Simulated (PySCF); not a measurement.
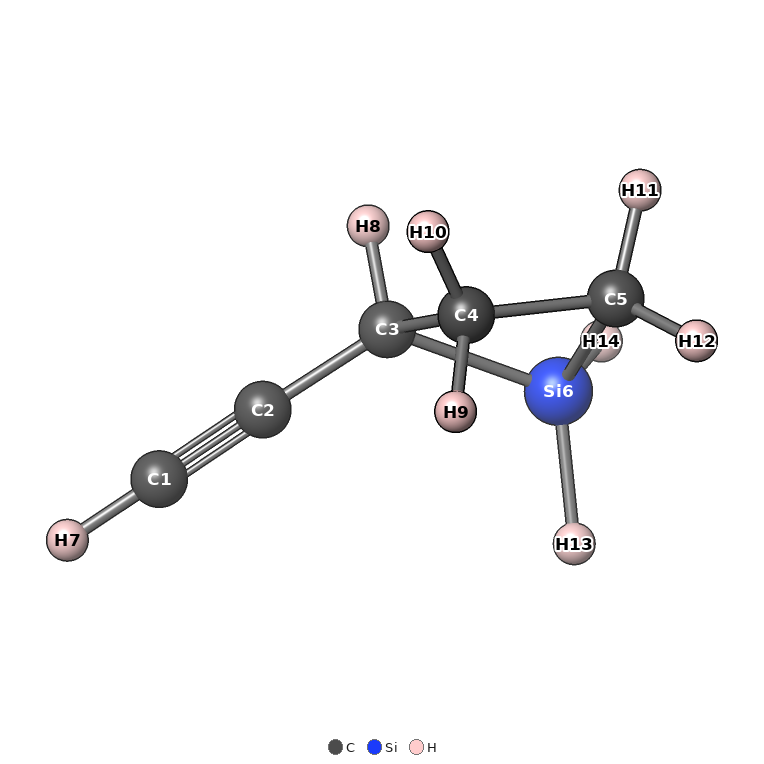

Distant atoms are faded towards the background colour. The computed structure is the end point of a PBE0-D3(BJ)/def2-SVP optimisation. No frequency run is at hand to confirm it as a minimum.

**How is the 4-membered ring C3–C4–C5–Si6 puckered?**

It is puckered (butterfly). The Cremer–Pople amplitude Q is 0.32 Å.

**Give the torsion angles round the ring, beginning with the bond from its second to its third atom.**

−24°, 20°, −20°, 24°.
